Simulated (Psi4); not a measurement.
**NSF3 (thiazyl trifluoride): DSD-PBEP86/def2-SVPD (density fitting for correlation)**

Aim: the energy change on altering one bond length of NSF3 (thiazyl trifluoride) at DSD-PBEP86/def2-SVPD (density fitting for correlation), from 2 runs. 

Program for the calculation: Psi4 1.11.

4 further runs of the same task are left out: 3 that didn't finish, 1 set aside as unsound or not needed. Runs told in other sessions of the task aren't counted.

## (1) The system as given

NSF3 has 5 atoms, charge 0, and is taken as a singlet. As SMILES, `N#S(F)(F)F`. Geometry: relaxed at PBE0-D4/def2-TZVP.

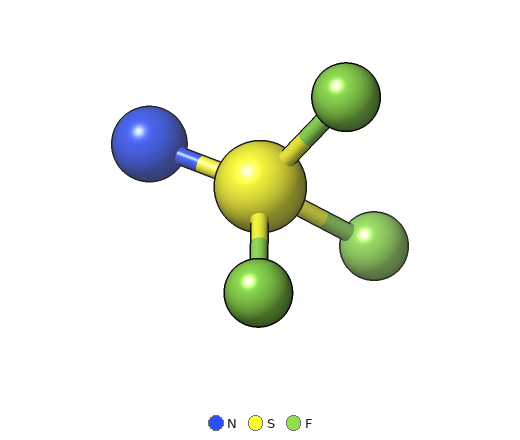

The structure, seen from a chosen angle (nitrogen blue, sulfur yellow, fluorine green).

## (2) A single-point energy at DSD-PBEP86/def2-SVPD (density fitting for correlation)

f3ns.inp reads:

```
memory 2200 mb

molecule {
  0 1
  N
  S 1 1.408711
  F 2 1.554868 1 122.58122
  F 2 1.554869 1 122.58005 3 119.99966
  F 2 1.554866 1 122.582 4 119.99983
  symmetry c1
}

set {
  basis                def2-SVPD
  reference            rks
  puream               true
  e_convergence        1e-09
  d_convergence        1e-08
  scf_type             pk
  dft_radial_points    99
  dft_spherical_points 590
  num_frozen_docc      9
}

e_tot, wfn = energy("dsd-pbep86", return_wfn=True)
```

Command:

```sh
$ psi4 -i f3ns.inp -o f3ns.out -n 1
```

f3ns.out:

```text
[...]
  Running in c1 symmetry.
[...]
  Nuclear repulsion =  284.226755891648224
[...]
  Multiplicity = 1
[...]
  Nalpha       = 25
  Nbeta        = 25
[...]
    Number of basis functions: 116
[...]
   @RKS iter   1:  -750.31748680231306    5.47788e-01   6.67264e-03 DIIS/ADIIS
[...]
   @RKS iter  11:  -750.56788399857032   -1.42109e-11   5.39536e-09 DIIS
[...]
    Orbital Energies [Eh]
    ---------------------
    Doubly Occupied:
       1A    -91.217698     2A    -25.850145     3A    -25.850103
       4A    -25.850102     5A    -15.178873     6A     -8.936837
       7A     -6.720023     8A     -6.720023     9A     -6.718635
      10A     -1.645329    11A     -1.550120    12A     -1.550119
      13A     -1.191328    14A     -0.925816    15A     -0.813924
      16A     -0.813923    17A     -0.738307    18A     -0.716059
      19A     -0.716058    20A     -0.661448    21A     -0.661448
      22A     -0.650905    23A     -0.528085    24A     -0.445817
      25A     -0.445816
[...]
  @RKS Final Energy:  -750.56788399857032
   => Energetics <=
    Nuclear Repulsion Energy =            284.2267558916482244
    One-Electron Energy =               -1602.4658904431371411
    Two-Electron Energy =                 585.8334309275861642
    DFT Exchange-Correlation Energy =     -18.1621803746675958
    Empirical Dispersion Energy =           0.0000000000000000
    VV10 Nonlocal Energy =                  0.0000000000000000
    Total Energy =                       -750.5678839985703235
[...]
 Multipole Moments:
 ------------------------------------------------------------------------------------
     Multipole            Electronic (a.u.)      Nuclear  (a.u.)        Total (a.u.)
 ------------------------------------------------------------------------------------
 L = 1.  Multiply by 2.5417464519 to convert [e a0] to [Debye]
 Dipole X            :          0.0000066           -0.0000156           -0.0000090
 Dipole Y            :          0.0000019           -0.0000025           -0.0000006
 Dipole Z            :          2.4158565           -1.6024420            0.8134145
 Magnitude           :                                                    0.8134145
[...]
```

Wall time 20 s (1 thread of Intel Xeon Platinum 8488C (Sapphire Rapids), shared host); peak memory 0.73 GiB.

## (3) The distorted shape at the same level

calc.dat reads:

```
memory 2.2 GB

molecule m {
  0 1
  N     -0.985088    -1.518749     2.476545
  S     -0.682798    -1.515159     1.100655
  F      0.387912    -2.453899     0.476185
  F     -1.744078    -1.832209     0.009425
  F      0.482210     1.261610    -0.522150
  symmetry c1
}

set {
  basis                def2-SVPD
  puream               true
  e_convergence        1e-09
  d_convergence        1e-08
  scf_type             pk
  dft_radial_points    99
  dft_spherical_points 590
  num_frozen_docc      9
}

e, wfn = energy("dsd-pbep86", return_wfn=True)
```

Command:

```sh
$ psi4 -n 1 calc.dat calc.out
```

calc.out:

```text
[...]
  Running in c1 symmetry.
[...]
  Nuclear repulsion =  236.845827014018795
[...]
  Multiplicity = 1
[...]
  Nalpha       = 25
  Nbeta        = 25
[...]
    Number of basis functions: 116
[...]
   @RKS iter   1:  -749.96290113317150    1.60855e-01   7.46010e-03 DIIS/ADIIS
[...]
   @RKS iter  19:  -750.34720135812643   -4.20641e-12   5.25070e-09 DIIS
[...]
    Orbital Energies [Eh]
    ---------------------
    Doubly Occupied:
       1A    -91.235996     2A    -25.920708     3A    -25.920701
       4A    -25.632421     5A    -15.316863     6A     -8.969585
       7A     -6.751468     8A     -6.751135     9A     -6.749056
      10A     -1.676782    11A     -1.610031    12A     -1.297077
      13A     -1.243893    14A     -0.965704    15A     -0.851734
      16A     -0.814705    17A     -0.789421    18A     -0.746406
      19A     -0.719097    20A     -0.651347    21A     -0.589070
      22A     -0.553660    23A     -0.443972    24A     -0.443955
      25A     -0.368459
[...]
  @RKS Final Energy:  -750.34720135812643
   => Energetics <=
    Nuclear Repulsion Energy =            236.8458270140187949
    One-Electron Energy =               -1507.4761292424227577
    Two-Electron Energy =                 538.3769834068568798
    DFT Exchange-Correlation Energy =     -18.0938825365793292
    Empirical Dispersion Energy =           0.0000000000000000
    VV10 Nonlocal Energy =                  0.0000000000000000
    Total Energy =                       -750.3472013581264264
[...]
 Multipole Moments:
 ------------------------------------------------------------------------------------
     Multipole            Electronic (a.u.)      Nuclear  (a.u.)        Total (a.u.)
 ------------------------------------------------------------------------------------
 L = 1.  Multiply by 2.5417464519 to convert [e a0] to [Debye]
 Dipole X            :         -0.4115998           -0.6142562           -1.0258560
 Dipole Y            :         -2.0292390           -0.6485826           -2.6778215
 Dipole Z            :         -0.8227247            1.9417754            1.1190507
 Magnitude           :                                                    3.0782110
[...]
```

Wall time 31 s (1 thread of Intel Xeon Platinum 8488C (Sapphire Rapids), shared host); peak memory 0.72 GiB.

## (4) Results

Level: DSD-PBEP86/def2-SVPD (density fitting for correlation), 9 core orbitals frozen.

```
                                                         quantity          value
                                        first shape: total energy  -751.05597 Eh
                   first shape: HOMO energy (SCF part's orbitals)      -12.13 eV
                   first shape: LUMO energy (SCF part's orbitals)        0.72 eV
                 first shape: HOMO–LUMO gap (SCF part's orbitals)       12.85 eV
                                    distorted shape: total energy  -750.90796 Eh
               distorted shape: HOMO energy (SCF part's orbitals)      -10.03 eV
               distorted shape: LUMO energy (SCF part's orbitals)       -6.20 eV
             distorted shape: HOMO–LUMO gap (SCF part's orbitals)        3.83 eV
energy change with the S2–F5 bond stretched from 1.555 to 3.421 Å       4.027 eV
```

**Reading.** One bond (distorted shape) is far stretched, which a spin-restricted single reference describes badly; a broken-symmetry solution may lie lower. With the S2–F5 bond stretched from 1.555 to 3.421 Å the energy rises by 4.03 eV (389 kJ/mol). The first shape isn't relaxed at this level, so the change isn't measured from a minimum. A restricted reference can't describe the breaking bond well at this length.
